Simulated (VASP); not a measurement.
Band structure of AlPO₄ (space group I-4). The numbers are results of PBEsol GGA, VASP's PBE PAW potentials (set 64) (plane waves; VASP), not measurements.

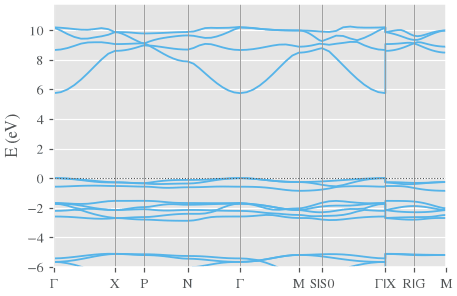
Bands along high-symmetry lines, zero at the valence-band maximum or, without a gap, the Fermi level

Question: Read the plot: is there a gap, and where are the band edges?

Answer: The gap is direct, 5.74 eV, from the valence maximum at Γ to the conduction minimum at Γ. (Edges off the drawn lines would not show.)

The structure comes from a computed database's AlPO4 entry (I-4); how it stands against other phases isn't given here. It was relaxed first.
